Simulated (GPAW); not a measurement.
Run report: GeHCl$_{2}$, property calculation

- system: GeHCl$_{2}$, multiplicity 2, SMILES [Cl][GeH][Cl]
- method: HSE06/plane waves, UKS, scalar-relativistic datasets (GPAW 26.7.0)

The geometry comes from this level: GFN2-xTB.

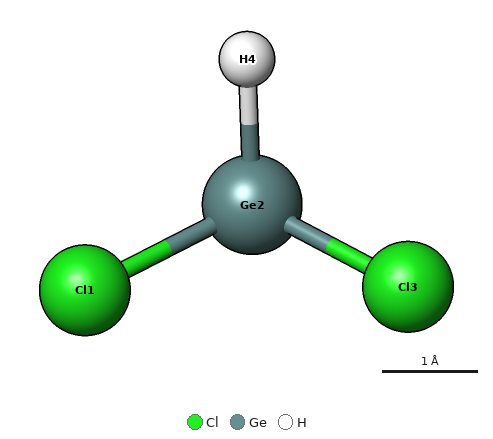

Figure 1. The structure (ball-and-stick view, seen at a tilt; atoms are numbered from 1 in the order of the input). Sticks mark near contacts.

### Summary

| quantity | value |
| --- | --- |
| outcome | converged |
| energy relative to the program's reference atoms | −36.1654 eV |
| largest force | 1.305 eV/Å |
| dipole moment | 1.98 D |
| hardware | 1 thread of Arm Neoverse V1, 24 GiB of memory available, shared host |
| wall time | 3.1 min |
| peak memory | 0.6 GiB |

### Input file (molecule_sp.py)
```python
import numpy as np
from ase import Atoms
from ase.units import Bohr, Debye
from gpaw import GPAW, PW

positions_bohr = np.array(
              [[ -3.158016,   1.452425,  -1.075519],
               [  0.370726,  -0.587799,  -0.998210],
               [  0.342305,  -2.533972,   2.584427],
               [  2.445003,   1.669365,  -0.510680]])
molecule = Atoms('ClGeClH', positions=positions_bohr * Bohr)
molecule.center(vacuum=4.5)
molecule.set_initial_magnetic_moments([0.333333, 0.333333, 0.333333, 0.0])

dft = GPAW(mode=PW(400),
           occupations={'name': 'fermi-dirac', 'width': 0.0, 'fixmagmom': True},
           xc='HSE06',
           maxiter=80,
           symmetry='off',
           txt='-')
molecule.calc = dft

energy = molecule.get_potential_energy()
print(f'Energy = {energy:.5f} eV')
forces = molecule.get_forces()
print('Forces (eV/Ang)')
for symbol, f in zip(molecule.symbols, forces):
    print(f'{symbol:2} {f[0]:9.4f} {f[1]:9.4f} {f[2]:9.4f}')
dipole = molecule.get_dipole_moment() / Debye
print(f'Dipole: {np.linalg.norm(dipole):.3f} D')
print('Moments:', molecule.get_magnetic_moments().round(3))
```

Run as:
```bash
python3 -u molecule_sp.py | tee molecule_sp.out
```

### What the program printed
```
__  _  _
 | _ |_)|_||  |
 |__||  | ||/\| - 26.7.0

units:  Angstrom and eV
cores:  1
OpenMP: False

Versions:
  Python: 3.12.14
  ASE:    3.29.0
  Numpy:  2.5.5
  Scipy:  1.18.1
  Libxc:  7.0.0

        _gpaw.cpython-312-aarch64-linux-gnu.so

Input parameters:
  mode=PW(ecut=400.0),
  maxiter=80,
  occupations=Occupations(name='fermi-dirac', width=0.0, fixmagmom=True),
  symmetry=Symmetry(point_group=False, time_reversal=False),
  xc=XC(name='HSE06')

Diagonalizing LCAO Hamiltonian
Converting LCAO to pw mode
        .----------------------------.
       /|                            |
      / |                            |
     /  |                            |
    /   |                            |
   /    |                            |
  /     |                            |
 *      |                            |
 |      |                            |
 |      |                            |
 |      |          Cl  H             |
 |      |       Cl  Ge               |
 |      |                            |
 |      .----------------------------.
 |     /                            /
 |    /                            /
 |   /                            /
 |  /                            /
 | /                            /
 |/                            /
 *----------------------------*

Atoms  # Å, Bohr magnetons
|   | symbol |        x |        y |        z |    initial magnetic moments |
|---|--------|----------|----------|----------|-----------------------------|
| 0 |     Cl | 4.500000 | 6.609510 | 4.500000 | ( 0.0000,  0.0000,  0.3333) |
| 1 |     Ge | 6.367330 | 5.529870 | 4.540910 | ( 0.0000,  0.0000,  0.3333) |
| 2 |     Cl | 6.352290 | 4.500000 | 6.436760 | ( 0.0000,  0.0000,  0.3333) |
| 3 |      H | 7.464990 | 6.724310 | 4.798900 | ( 0.0000,  0.0000,  0.0000) |

Unit cell  # Å
| periodic |         x |         y |         z |   lengths |    angles |
|----------|-----------|-----------|-----------|-----------|-----------|
|       no | 11.964990 |  0.000000 |  0.000000 | 11.964990 | 90.000000 |
|       no |  0.000000 | 11.224310 |  0.000000 | 11.224310 | 90.000000 |
|       no |  0.000000 |  0.000000 | 10.936760 | 10.936760 | 90.000000 |

Number of symmetries: 1
Symmetry operations  # r_c * U_cc + t_c -> r_c
|   | kind |            matrix            |
|---|------|------------------------------|
| 0 |  E   |  1, 0, 0,  0, 1, 0,  0, 0, 1 |

BZ-sampling:
  Number of BZ points: 1
  Number of IBZ points: 1

  Monkhorst-Pack size: [1, 1, 1]
  Monkhorst-Pack shift: [0, 0, 0]

K-points  # in reciprocal-cell coordinates
|   |                                coordinates |     weight |
|---|--------------------------------------------|------------|
| 0 | (  0.00000000,   0.00000000,   0.00000000) | 1.00000000 |

Plane wave coefficients: 13349
Cutoff: 400.0 eV

Spin-components: 2 (collinear spins)
Bands:           13
Projectors:      18
Spin-degeneracy: 1
Datatype:        float64

  Storage: CPU
  Wave functions: 5_553_184 bytes (5_553_184 per core)
  Projectors: 5_553_184 bytes (5_553_184 per core)

Parallelization:
  kpt:    1
  domain: 1
  band:   1

Density:
  Valence electrons: 19.0
  Components: 2
  Grid points: [56 54 54]
  Charge: 0.0  # |e|

Potential:
  Grid points: [56 54 54]

species:
  Cl:
    name:    Chlorine
    Z:       17.0
    valence: 7
    core:    10
    charge:  0.0  # [|e|]
    file:    Cl.PBE.gz
    compensation charges:
      type: gauss
      rc: 0.25  # [Å]
      lmax: 2
    cutoffs:
      filter: 1.40  # [Å]
      core: 1.49  # [Å]
    projectors
    | kind |    occ | energy [eV] | rcut [Å] |
    |------|--------|-------------|----------|
    |   3s |  2.000 |     -20.689 |    0.794 |
    |   3p |  5.000 |      -8.594 |    0.794 |
    |    s |        |       6.523 |    0.794 |
    |    p |        |      18.617 |    0.794 |
    |    d |        |       0.000 |    0.794 |

    Using partial waves for Cl as LCAO basis

  Ge:
    name:    Germanium
    Z:       32.0
    valence: 4
    core:    28
    charge:  0.0  # [|e|]
    file:    Ge.PBE.gz
    compensation charges:
      type: gauss
      rc: 0.32  # [Å]
      lmax: 2
    cutoffs:
      filter: 1.77  # [Å]
      core: 3.42  # [Å]
    projectors
    | kind |    occ | energy [eV] | rcut [Å] |
    |------|--------|-------------|----------|
    |   4s |  2.000 |     -11.726 |    1.005 |
    |   4p |  2.000 |      -3.896 |    1.005 |
    |    s |        |      15.485 |    1.005 |
    |    p |        |      23.315 |    1.005 |
    |    d |        |       0.000 |    1.005 |

    Using partial waves for Ge as LCAO basis

  H:
    name:    Hydrogen
    Z:       1.0
    valence: 1
    core:    0
    charge:  0.0  # [|e|]
    file:    H.PBE.gz
    compensation charges:
      type: gauss
      rc: 0.15  # [Å]
      lmax: 2
    cutoffs:
      filter: 0.85  # [Å]
      core: 0.53  # [Å]
    projectors
    | kind |    occ | energy [eV] | rcut [Å] |
    |------|--------|-------------|----------|
    |   1s |  1.000 |      -6.494 |    0.476 |
    |    s |        |      20.717 |    0.476 |
    |    p |        |       0.000 |    0.476 |

    Using partial waves for H as LCAO basis

Reference energy: -82220.026806  # eV

eigensolver:
  PPCG
  Converge bands: occupied
  niter=2

density mixing:
  MSR1-Mixer
  Pratt-step length: 0.05
  Maximum mixing coefficient: 0.75
  Old densities: 10
  SVD Regularization: 0.005
  Good broyden scale: 1.0
  Trust region scale: 1.0
  Backstep threshold: 4.0
  History deletion threshold: 6.0
  Fourier metric: weight=20.0, sigma=0.015

occupation numbers:
  Fixed magnetic moment: 1.000
  # Zero width

poisson solver:
  ecut: 3200.0  # eV

xc functional:
  name: HYB_GGA_XC_HSE06 with 2 nearest neighbor stencil

Initialization done in: 1.214 s

convergence criteria:
- Maximum [total energy] change in last 3 cyles: 0.0005 eV / valence electron
- Maximum integral of absolute [dens]ity change: 0.0001 electrons / valence electron
- Maximum integral of absolute [eigenst]ate change: 4e-08 eV^2 / valence electron
maximum number of iterations: 80

IBZ(<points: 1, symmetries: 1>)
Occupied bands: 10
Transforming wave functions from IBZ to BZ: 0.008 seconds
Distributing wave functions and iFFT-ing to real space: 0.063 seconds
SCF iterations
|iter     |     time |      energy | eigst |  dens |  magmom |
|---------|----------|-------------|-------|-------|---------|
|iter:   1| 00:00:09 | -917.568919 | +0.04 |       |  +0.9948|
|iter:   2| 00:00:22 |  -36.257328 | -0.47 | -0.63 |  +0.9951|
|iter:   3| 00:00:35 |  -36.309328 | -1.51 | -0.78 |  +0.9958|
|iter:   4| 00:00:48 |  -36.145944 | -1.98 | -0.88 |  +0.9971|
|iter:   5| 00:01:03 |  -36.154171 | -2.11 | -1.07 |  +0.9985|
|iter:   6| 00:01:16 |  -36.160434 | -2.75 | -1.38 |  +0.9995|
|iter:   7| 00:01:30 |  -36.164743 | -3.62 | -1.83 |  +0.9999|
|iter:   8| 00:01:43 |  -36.165268c| -4.08 | -2.23 |  +1.0000|
|iter:   9| 00:01:57 |  -36.165383c| -4.80 | -2.58 |  +1.0000|
|iter:  10| 00:02:11 |  -36.165402c| -5.46 | -2.96 |  +1.0000|
|iter:  11| 00:02:25 |  -36.165400c| -5.99 | -3.18 |  +1.0000|
|iter:  12| 00:02:39 |  -36.165395c| -5.99 | -3.40 |  +1.0000|
|iter:  13| 00:02:52 |  -36.165395c| -6.75 | -3.75 |  +1.0000|
|iter:  14| 00:03:05 |  -36.165397c| -7.53c| -4.17c|  +1.0000|

Converged in 14 steps
SCF loop duration: 184.432 s (13.174 s/step)
Energy contributions relative to reference atoms: (reference = -82220.026806)

Energy contributions:
  Kinetic:           7.362047
  Coulomb:          -7.784823
  Zero:             -0.186170
  External:          0.000000
  Xc:              866.935131
  Entropy:           0.000000
  Spinorbit:         0.000000
  Hybrid_Xc_Cc:      -853.552430
  Hybrid_Xc_Vc:       -11.811039
  Hybrid_Xc_Vv:       -37.128112
  ----------------------------
  Free energy:     -36.165397
  Extrapolated:    -36.165397

dipole moment: (0.292319, -0.004807, -0.289879)  # |e|*Ang

Total magnetic moment: (0.000000, 0.000000, 0.999999)

Local magnetic moments
|        x |        y |        z |
|----------|----------|----------|
| 0.000000 | 0.000000 | 0.058189 |  # Cl   0
| 0.000000 | 0.000000 | 0.195267 |  # Ge   1
| 0.000000 | 0.000000 | 0.057958 |  # Cl   2
| 0.000000 | 0.000000 | 0.065067 |  # H    3

Fermi levels: -6.663, -4.432
Eigenvalues  # (at kpt = [0.000, 0.000, 0.000])
| band index |      eig [eV] | occ [0-1] |      eig [eV] | occ [0-1] |
|------------|---------------|-----------|---------------|-----------|
|          0 |       -22.855 |     1.000 |       -22.676 |     1.000 |
|          1 |       -22.217 |     1.000 |       -22.040 |     1.000 |
|          2 |       -14.906 |     1.000 |       -14.362 |     1.000 |
|          3 |       -10.563 |     1.000 |       -10.328 |     1.000 |
|          4 |       -10.509 |     1.000 |       -10.063 |     1.000 |
|          5 |        -9.540 |     1.000 |        -9.200 |     1.000 |
|          6 |        -8.742 |     1.000 |        -8.509 |     1.000 |
|          7 |        -8.574 |     1.000 |        -8.353 |     1.000 |
|          8 |        -8.369 |     1.000 |        -8.316 |     1.000 |
|          9 |        -6.663 |     1.000 |        -4.432 |     0.000 |
|         10 |        -0.731 |     0.000 |        -0.447 |     0.000 |
|         11 |        -0.537 |     0.000 |        -0.198 |     0.000 |
|         12 |        -0.355 |     0.000 |        -0.166 |     0.000 |

Gap: 1.653 eV
Transition (v -> c):
  (s=1, k=0, n=8, [0.00, 0.00, 0.00]) -> (s=0, k=0, n=9, [0.00, 0.00, 0.00])
No difference between direct/indirect transitions
vacuum-level: 0.442  # V
Energy = -36.16540 eV

Forces  # eV/Ang
|        x |        y |        z |
|----------|----------|----------|
| -0.13332 | -0.04195 | -0.17564 |  # Cl   0
|  0.60387 |  1.02255 |  0.54168 |  # Ge   1
|  0.02271 | -0.22775 | -0.00554 |  # Cl   2
| -0.49092 | -0.75647 | -0.36707 |  # H    3

Force computation time: 1.379  # s
Forces (eV/Ang)
Cl   -0.1333   -0.0420   -0.1756
Ge    0.6039    1.0225    0.5417
Cl    0.0227   -0.2278   -0.0055
H    -0.4909   -0.7565   -0.3671
Dipole: 1.978 D
Moments: [0.058 0.195 0.058 0.065]
```
